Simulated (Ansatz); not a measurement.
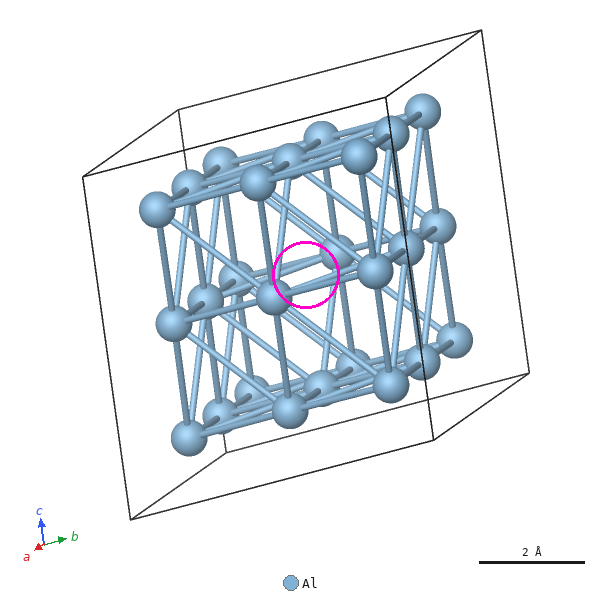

This ball-and-stick model is shown slightly off an axis. The lines enclose the supercell; boundary atoms appear with their images. The host is Al, in a cell of 27 sites, and the cell is neutral. A ring marks the defect's site.

What kind of defect was put in?

An aluminium vacancy. Around the empty site lie twelve Al at about 2.8 Å.

The atoms were relaxed in the host's cell with Ansatz, DFT LDA, scalar-relativistic, plane waves, PAW.
